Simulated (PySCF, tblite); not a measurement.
# CH9NO3Si4: geometry, infrared bands, NMR shifts and electronic excitations, part 2 of 2

tblite 0.8.0 and PySCF 2.14.0. Atoms count from 0. The steps go on from the part before.

## Step 5: NMR shieldings: PBE0/pcSseg-1

Job settings and geometry (Å):

```
{"job": {"kind": "nmr", "xc": "PBE0", "basis": "pcSseg-1"}, "charge": 0, "multiplicity": 1}
N      1.104311    -0.789966    -2.127091
C      1.419568    -1.144904    -1.068551
Si     1.832021    -1.633242     0.689021
O      0.777750    -0.839060     1.671132
Si    -0.273163     0.443210     1.531585
O      0.478088     1.620791     0.677124
Si     0.476490     2.507532    -0.737221
O     -1.624950    -0.048466     0.751195
Si    -2.325054    -1.032758    -0.394342
H      1.646582    -3.100438     0.792372
H      3.238586    -1.228758     0.931073
H     -0.606705     0.902311     2.888893
H      1.811311     2.378795    -1.382710
H      0.225761     3.937071    -0.392076
H     -0.595372     2.018068    -1.650136
H     -2.315804    -0.354434    -1.719779
H     -1.569730    -2.318789    -0.479339
H     -3.726823    -1.306606     0.029285
```

Level: GIAO PBE0/pcSseg-1 NMR shielding, non-relativistic, gas phase.

The program printed:

```text
coarse grid: 17488 points
cycle   1  E = -1480.8921860354  dE =  8.263e-01  |g| = 1.225e+00  |ddm| = 4.034e+00
cycle   2  E = -1480.4070070096  dE =  4.852e-01  |g| = 1.998e+00  |ddm| = 2.161e+00
cycle   3  E = -1481.1442734700  dE = -7.373e-01  |g| = 2.343e-01  |ddm| = 1.525e+00
cycle   4  E = -1481.1513331999  dE = -7.060e-03  |g| = 1.503e-01  |ddm| = 1.906e-01
cycle   5  E = -1481.1560684050  dE = -4.735e-03  |g| = 2.477e-02  |ddm| = 1.015e-01
cycle   6  E = -1481.1562084107  dE = -1.400e-04  |g| = 4.192e-03  |ddm| = 2.501e-02
cycle   7  E = -1481.1562108625  dE = -2.452e-06  |g| = 2.431e-03  |ddm| = 4.434e-03
final grid: 151880 points
cycle   8  E = -1481.2356759855  dE = -9.546e-06  |g| = 1.204e-02  |ddm| = 2.213e-02
cycle   9  E = -1481.2356377326  dE =  3.825e-05  |g| = 1.895e-02  |ddm| = 1.883e-02
cycle  10  E = -1481.2356995832  dE = -6.185e-05  |g| = 1.661e-03  |ddm| = 1.212e-02
cycle  11  E = -1481.2357001057  dE = -5.226e-07  |g| = 5.669e-04  |ddm| = 1.117e-03
cycle  12  E = -1481.2357001698  dE = -6.407e-08  |g| = 1.300e-04  |ddm| = 3.692e-04
cycle  13  E = -1481.2357001727  dE = -2.877e-09  |g| = 4.814e-05  |ddm| = 1.064e-04
cycle  14  E = -1481.2357001731  dE = -4.147e-10  |g| = 9.238e-06  |ddm| = 3.900e-05
converged SCF energy = -1481.2357001731

GIAO shielding tensors (ppm)
atom      isotropic    diamagn.    paramagn.     s11        s22        s33       span
  0 N     -103.805     339.817    -443.622   -301.911   -290.833    281.328    583.239
  1 C       54.351     270.699    -216.347    -64.540    -56.304    283.899    348.439
  2 Si     411.063     880.538    -469.475    342.238    422.641    468.311    126.073
  3 O      267.318     403.110    -135.792    244.963    253.356    303.634     58.671
  4 Si     422.826     882.734    -459.908    410.119    424.549    433.811     23.692
  5 O      277.760     404.395    -126.635    249.255    273.159    310.865     61.610
  6 Si     386.496     880.683    -494.187    346.914    357.425    455.149    108.235
  7 O      280.105     404.160    -124.055    256.246    283.353    300.717     44.471
  8 Si     386.467     880.939    -494.472    342.471    362.398    454.532    112.061
  9 H       26.324      28.047      -1.724     23.496     23.882     31.593      8.096
 10 H       26.288      27.945      -1.657     23.428     23.794     31.640      8.212
 11 H       26.893      28.611      -1.718     23.350     23.462     33.866     10.515
 12 H       26.080      30.766      -4.686     22.712     24.825     30.703      7.991
 13 H       26.194      28.551      -2.357     22.759     24.186     31.636      8.877
 14 H       25.919      32.732      -6.813     22.411     25.804     29.543      7.132
 15 H       25.917      31.876      -5.959     22.713     24.990     30.047      7.334
 16 H       25.960      32.105      -6.145     22.450     25.503     29.928      7.478
 17 H       26.178      28.611      -2.433     22.721     24.158     31.655      8.934
```

It took 99 s on 1 thread of Arm Neoverse N1, shared host; peak memory 1.1 GiB.

Shifts follow as δ = σ(reference) − σ, with reference shieldings (ppm) from runs at the same level and on the same kind of geometry: ¹H TMS 31.27, ¹³C TMS 184.4, ²⁹Si TMS 352.0, ¹⁵N NH3 265.7, ¹⁷O H2O 334.6. The references are single molecules in the gas phase, so shifts against H2O, NH3, PH3, H3PO4 or CFCl3 are not on the usual liquid scales and can be off by tens of ppm. Atoms listed in one row are averaged.

```
                       atoms                           environment  σ (ppm)  δ (ppm)  δ scaled to CDCl3
                          C1                        nitrile carbon     54.4    130.1              125.8
H12, H13, H14, H15, H16, H17     hydrogen on a silicon bonded to O    26.04     5.23                  –
                     H9, H10  hydrogen on a silicon bonded to C, O    26.31     4.96                  –
                         H11   hydrogen on a silicon bonded to 3 O    26.89     4.37                  –
                          N0                      nitrile nitrogen   -103.8    369.5                  –
                    Si6, Si8              silicon bonded to O, 3 H    386.5    -34.5                  –
                         Si2           silicon bonded to C, O, 2 H    411.1    -59.1                  –
                         Si4              silicon bonded to 3 O, H    422.8    -70.8                  –
                          O3                 oxygen bonded to 2 Si    267.3     67.2                  –
                      O5, O7                 oxygen bonded to 2 Si    278.9     55.6                  –
```

The scaled column applies a straight-line fit of computed shieldings to shifts measured in CDCl3 (root-mean-square error 0.21 ppm for H, 2.0 ppm for C).

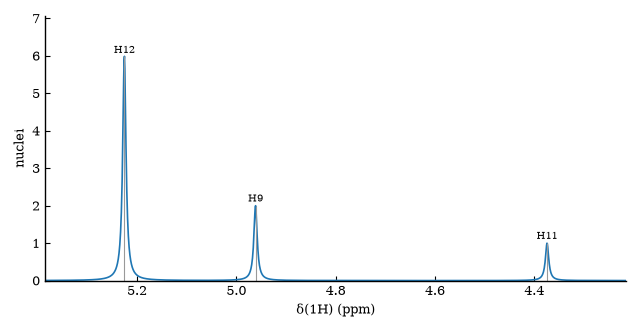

¹H lines at the computed shifts, without couplings. Lines are broadened to a width of 0.01 ppm (Lorentzian).

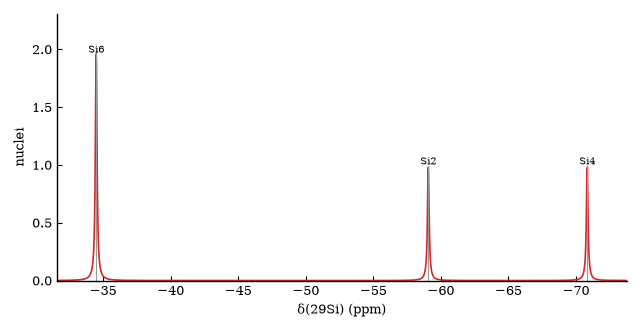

²⁹Si lines at the computed shifts, without couplings. Lines are broadened to a width of 0.15 ppm (Lorentzian).

The run also stored atomic charges by several schemes (e):

```
   atoms  Mulliken    IAO  Hirshfeld  ESP fit
      N0     -0.22  -0.19      -0.17    -0.36
      C1     -0.21  -0.18      -0.02     0.13
     Si2      0.93   1.01       0.46     0.58
      O3     -0.75  -0.87      -0.31    -0.46
     Si4      1.30   1.46       0.52     0.77
  O5, O7     -0.77  -0.87      -0.31    -0.45
Si6, Si8      0.71   0.85       0.39     0.55
```

Hirshfeld charges:

N0 -0.17; C1 -0.02; Si2 0.46; O3 -0.31; Si4 0.52; O5 -0.31; Si6 0.38; O7 -0.31; Si8 0.39; H9 -0.06; H10 -0.06; H11 -0.06; H12 -0.08; H13 -0.08; H14 -0.07; H15 -0.07; H16 -0.08; H17 -0.08

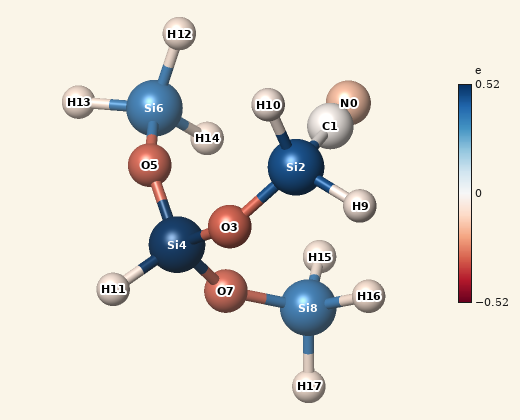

Hirshfeld charges, as colours on the atoms.

Mayer bond orders: N0–C1 2.87, C1–Si2 0.79, Si2–O3 0.97, O3–Si4 0.87, Si4–O5 0.95, O5–Si6 0.85, Si4–O7 0.95, O7–Si8 0.87.

## Step 6: TDDFT and polarisability: CAM-B3LYP/def2-SVPD

Same as in step 5 but for these lines:

```diff
@@ -1,2 +1,2 @@
-{"job": {"kind": "nmr", "xc": "PBE0", "basis": "pcSseg-1"}, "charge": 0, "multiplicity": 1}
+{"job": {"kind": "uv", "xc": "CAM-B3LYP", "basis": "def2-SVPD", "ip": true}, "charge": 0, "multiplicity": 1}
 N      1.104311    -0.789966    -2.127091
```

Level: TDDFT CAM-B3LYP/def2-SVPD, vertical, gas phase, core orbitals frozen in the response.

The program printed:

```text
coarse grid: 17488 points
cycle   1  E = -1480.9842458062  dE =  7.652e-01  |g| = 1.204e+00  |ddm| = 8.024e+00
cycle   2  E = -1480.7258855320  dE =  2.584e-01  |g| = 1.691e+00  |ddm| = 5.175e+00
cycle   3  E = -1481.2615752888  dE = -5.357e-01  |g| = 1.503e-01  |ddm| = 2.231e+00
cycle   4  E = -1481.2639060220  dE = -2.331e-03  |g| = 1.147e-01  |ddm| = 3.138e-01
cycle   5  E = -1481.2666222962  dE = -2.716e-03  |g| = 1.391e-02  |ddm| = 1.534e-01
cycle   6  E = -1481.2666734434  dE = -5.115e-05  |g| = 1.912e-03  |ddm| = 7.055e-02
cycle   7  E = -1481.2666743005  dE = -8.571e-07  |g| = 1.047e-03  |ddm| = 6.021e-03
final grid: 151880 points
cycle   8  E = -1481.4805844708  dE = -1.550e-05  |g| = 2.136e-03  |ddm| = 6.530e-02
cycle   9  E = -1481.4805839888  dE =  4.820e-07  |g| = 2.841e-03  |ddm| = 9.156e-03
cycle  10  E = -1481.4805854257  dE = -1.437e-06  |g| = 1.553e-04  |ddm| = 4.018e-03
cycle  11  E = -1481.4805854299  dE = -4.180e-09  |g| = 1.350e-04  |ddm| = 7.069e-04
cycle  12  E = -1481.4805854333  dE = -3.370e-09  |g| = 4.355e-05  |ddm| = 1.957e-04
cycle  13  E = -1481.4805854337  dE = -4.175e-10  |g| = 1.596e-05  |ddm| = 5.888e-05
converged SCF energy = -1481.4805854337

Static polarisability (au): isotropic 118.694, principal 114.150 118.205 123.728

Singlet excitations
state   eV       nm        f      main configurations
  1   6.8286    181.6   0.00017   H-4->L 0.51, H-7->L 0.15
  2   7.2956    169.9   0.00285   H-5->L 0.24, H-4->L+1 0.18, H-7->L+1 0.14
  3   7.3506    168.7   0.00009   H-5->L+1 0.31, H-6->L+1 0.14, H-8->L+1 0.13
  4   7.4793    165.8   0.00181   H->L 0.31, H-5->L+1 0.14, H-2->L 0.10
  5   7.6883    161.3   0.00014   H->L+2 0.20, H-1->L 0.11, H-1->L+2 0.10
  6   7.7136    160.7   0.00490   H-1->L 0.17, H-2->L 0.15, H-6->L 0.13
  7   7.8227    158.5   0.00579   H-7->L 0.20, H->L+2 0.12, H-1->L+2 0.12
  8   7.9021    156.9   0.00439   H-2->L+2 0.20, H-6->L 0.12, H-2->L+3 0.11
  9   7.9489    156.0   0.00346   H-3->L+2 0.18, H->L+4 0.11, H-1->L+4 0.08
 10   8.0851    153.3   0.00381   H->L 0.34, H->L+2 0.15, H-1->L 0.11

Triplet excitations (Tamm-Dancoff, eV): 5.7622 6.2281 6.2921 6.8682
Vertical ionisation energy (delta-SCF) = 10.9504 eV
Vertical electron affinity (delta-SCF) = -0.5521 eV
```

Wall time 24 min (1 thread of Arm Neoverse N1, shared host); peak memory 1.4 GiB.

Frontier orbitals and where they lie:

```
orbital      eV                         atoms
 HOMO−3  -10.84   Si6 21 %, H14 16 %, O5 11 %
 HOMO−2  -10.63   O7 27 %, Si8 24 %, H16 18 %
 HOMO−1  -10.40   O5 27 %, Si6 23 %, H13 19 %
   HOMO  -10.27    O5 19 %, O7 19 %, Si8 12 %
   LUMO   -0.10    Si2 25 %, C1 22 %, N0 20 %
 LUMO+1    0.52    N0 31 %, C1 30 %, Si2 20 %
 LUMO+2    0.79  Si2 14 %, Si6 14 %, Si8 13 %
```

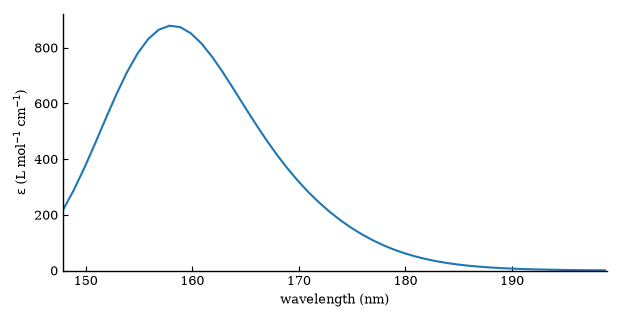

Absorption spectrum: each of the 10 states is a Gaussian band of 0.4 eV half-width at 1/e. Beyond the last state computed it falls off for lack of states.

Further results of this job:

```
           property  computed
  dipole moment (D)      2.05
polarisability (Å³)     17.59
 HOMO–LUMO gap (eV)     10.17
      −ε(HOMO) (eV)     10.27
```

## Step 7: Shielding tensors: HF/pcSseg-1

Same as in step 6 but for these lines:

```diff
@@ -1,2 +1,2 @@
-{"job": {"kind": "uv", "xc": "CAM-B3LYP", "basis": "def2-SVPD", "ip": true}, "charge": 0, "multiplicity": 1}
+{"job": {"kind": "nmr", "xc": "HF", "basis": "pcSseg-1", "pop": false}, "charge": 0, "multiplicity": 1}
 N      1.104311    -0.789966    -2.127091
```

With the program's defaults for keys left out, this is: GIAO HF/pcSseg-1 NMR shielding, non-relativistic, gas phase.

The program printed:

```text
final grid: 151880 points
cycle   1  E = -1477.8289623612  dE =  6.684e-01  |g| = 9.638e-01  |ddm| = 3.900e+00
cycle   2  E = -1477.9767218186  dE = -1.478e-01  |g| = 6.459e-01  |ddm| = 1.016e+00
cycle   3  E = -1478.0526948348  dE = -7.597e-02  |g| = 1.042e-01  |ddm| = 4.053e-01
cycle   4  E = -1478.0557414975  dE = -3.047e-03  |g| = 5.605e-02  |ddm| = 1.299e-01
cycle   5  E = -1478.0564028479  dE = -6.614e-04  |g| = 7.648e-03  |ddm| = 4.623e-02
cycle   6  E = -1478.0564274214  dE = -2.457e-05  |g| = 2.757e-03  |ddm| = 1.199e-02
cycle   7  E = -1478.0564299988  dE = -2.577e-06  |g| = 7.858e-04  |ddm| = 3.893e-03
cycle   8  E = -1478.0564302200  dE = -2.211e-07  |g| = 1.954e-04  |ddm| = 1.093e-03
cycle   9  E = -1478.0564302345  dE = -1.452e-08  |g| = 8.375e-05  |ddm| = 2.472e-04
cycle  10  E = -1478.0564302382  dE = -3.750e-09  |g| = 3.090e-05  |ddm| = 1.101e-04
cycle  11  E = -1478.0564302394  dE = -1.141e-09  |g| = 1.667e-05  |ddm| = 5.224e-05
cycle  12  E = -1478.0564302398  dE = -4.593e-10  |g| = 7.882e-06  |ddm| = 3.985e-05
converged SCF energy = -1478.0564302398

GIAO shielding tensors (ppm)
atom      isotropic    diamagn.    paramagn.     s11        s22        s33       span
  0 N     -117.377     338.643    -456.020   -318.581   -315.688    282.139    600.720
  1 C       54.112     271.561    -217.448    -67.888    -62.711    292.935    360.823
  2 Si     452.683     876.163    -423.480    392.329    468.412    497.309    104.980
  3 O      291.266     405.285    -114.019    274.993    276.056    322.748     47.754
  4 Si     468.310     878.340    -410.030    452.571    465.237    487.123     34.552
  5 O      299.663     407.035    -107.373    280.420    291.926    326.642     46.222
  6 Si     434.609     876.816    -442.207    406.180    414.630    483.018     76.838
  7 O      301.037     406.713    -105.676    284.116    300.808    318.187     34.070
  8 Si     434.922     877.026    -442.104    402.471    419.125    483.169     80.697
  9 H       27.227      28.143      -0.916     24.290     24.646     32.744      8.454
 10 H       27.200      28.045      -0.846     24.255     24.591     32.753      8.499
 11 H       27.858      28.873      -1.014     24.247     24.344     34.984     10.736
 12 H       27.034      30.932      -3.898     23.543     25.810     31.749      8.206
 13 H       27.151      28.917      -1.765     23.675     24.981     32.798      9.123
 14 H       26.935      32.783      -5.848     23.343     26.928     30.534      7.191
 15 H       26.918      31.941      -5.023     23.671     25.994     31.091      7.420
 16 H       27.028      32.269      -5.241     23.381     26.739     30.963      7.582
 17 H       27.127      28.955      -1.828     23.625     24.935     32.822      9.197
```

It took 54 s on 1 thread of Arm Neoverse N1, shared host; peak memory 1.1 GiB.

Key values: δ C1 136.7, N0 383.1, Si6 -41.3, Si2 -59.3, H12 4.65, H9 4.47 ppm (means over like atoms).

## Step 8: Comparing the runs: NMR shifts

Shifts (ppm) of some atoms, chosen among heavy atoms and hydrogens apart, means over like atoms, with basis size and wall time:

```
          run     C1   H12   H11     N0    Si6    O3    O5  functions  time
PBE0/pcSseg-1  130.1  5.23  4.37  369.5  -34.5  67.2  55.6        226  99 s
  HF/pcSseg-1  136.7  4.65  3.83  383.1  -41.3  42.0  33.0        226  54 s
```

## Step 9: What came out

The summary covers parts 1 to 2.

| quantity | value |
| --- | --- |
| strongest single infrared mode (GFN2-xTB) | 1066 cm⁻¹, 702 km/mol |
| zero-point energy (GFN2-xTB) | 59.9 kcal/mol |
| point group | C1 |
| rotational constants (main isotopes) | 0.81, 0.77, 0.63 GHz |
| ¹³C shifts against TMS (PBE0/pcSseg-1) | 130.1 ppm |
| ¹H shifts against TMS (PBE0/pcSseg-1, means over atoms taken as alike) | 5.23, 4.96, 4.37 ppm |
| ¹⁵N shifts against NH3 (PBE0/pcSseg-1) | 369.5 ppm |
| ²⁹Si shifts against TMS (PBE0/pcSseg-1, means over atoms taken as alike) | -34.5, -59.1, -70.8 ppm |
| ¹⁷O shifts against H2O (PBE0/pcSseg-1, means over atoms taken as alike) | 67.2, 55.6 ppm |
| lowest singlet (CAM-B3LYP/def2-SVPD) | 6.83 eV (182 nm), f = 0.000 |
| brightest single state of those computed | state 7, 7.82 eV, f = 0.006 |
| lowest triplet | 5.76 eV |
| vertical ionisation energy (ΔSCF) | 10.95 eV |
| vertical electron affinity (ΔSCF) | -0.55 eV (unbound: the value hangs on the basis) |
| range of the shift of O3 | 42.0 to 67.2 ppm |

Over 227 steps the energy fell by 0.554 eV; of the close pairs, Si2–O3 changed most, 1.674 to 1.612 Å (GFN2-xTB). The lowest mode is imaginary (20i cm⁻¹), so the xTB geometry is not a minimum. The strongest single mode, at 1066 cm⁻¹, has its largest shares on O3, O7 and Si4 (the list is cut at 3 atoms). GFN2-xTB is a fitted tight-binding method: band positions and strengths are rough. Its intensities can rank the bands wrongly. The optimisation took 43 steps and gained 0.500 eV; among the close pairs (by a distance rule), Si2–O3 changed most, from 1.590 to 1.645 Å (PBE0/def2-SVP). No frequency check was run at this level, so the end point may be a saddle. At PBE0/pcSseg-1: The widest tensor belongs to N0: span 583 ppm, with a paramagnetic part of -444 ppm. The lowest singlet, at 6.83 eV, is HOMO−4→LUMO 0.51, HOMO−7→LUMO 0.15 and is dark; of the 10 states computed, the strongest absorption comes from state 7 at 7.82 eV. The lowest triplet lies 1.07 eV below the lowest singlet (triplets in Tamm-Dancoff, singlets in full TDDFT). ΔSCF puts the ionisation energy at 10.95 eV, 0.68 eV above −ε(HOMO). In ppm, O3 moves most: its shift spreads over 25.2 ppm, from 42.0 (HF/pcSseg-1) to 67.2 (PBE0/pcSseg-1).
